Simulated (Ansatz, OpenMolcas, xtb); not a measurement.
**A ladder of methods for GaHClF (SMILES [F][GaH][Cl])**

The species is GaHClF (4 atoms), meant as a singlet with charge 0. As SMILES, `[F][GaH][Cl]`. Geometry: relaxed at PBE0-D4/def2-TZVP.

```xyz
4

F    -1.6868    0.0404    0.2663
Ga    0.0242    0.1336   -0.0590
Cl    1.0662   -1.6589    0.3917
H     0.6520    1.4246   -0.6194
```

Each level gives the dipole moment (D). The values are calculated.

```tsv
level	kind	program	value (D)	CPU time
GFN2-xTB	semi-empirical	xtb	2.56	under 2 s
GFN0-xTB	semi-empirical	xtb	2.18	under 2 s
GFN1-xTB	semi-empirical	xtb	2.73	under 2 s
HF/STO-3G	Hartree–Fock	OpenMolcas	2.35	2.4 s
HF/3-21G	Hartree–Fock	Ansatz	2.89	1.1 s
HF/6-31G (RICD fitting)	Hartree–Fock	OpenMolcas	3.11	4.3 s
HF/def2-SVP	Hartree–Fock	OpenMolcas	2.37	5.3 s
TPSS/6-311G**	meta-GGA	OpenMolcas	2.07	30 s
M06-2X/STO-3G	hybrid meta-GGA	OpenMolcas	2.08	10 s
B3LYP/6-31G* (spherical functions)	global hybrid	OpenMolcas	2.08	15 s
```

All-electron rows without a relativistic Hamiltonian named are non-relativistic. The values span 2.07 to 3.11 D. Sets without polarisation functions give poor dipoles. Without the sets that lack polarisation functions the rows with a basis span only 2.07 to 2.37 D. Times are those of the runs behind each value, whatever else they computed, on shared processors of several kinds: orders of magnitude only.

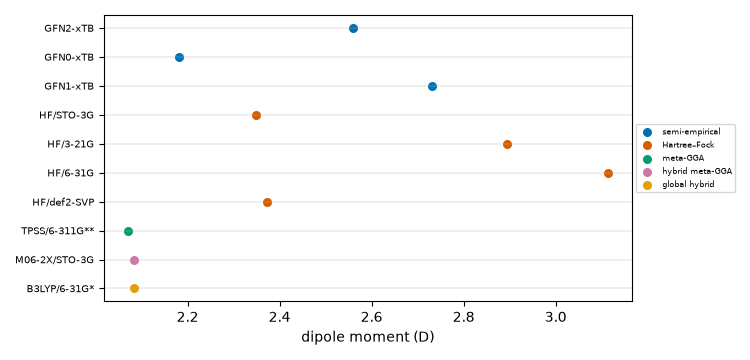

The values of the table, level by level.
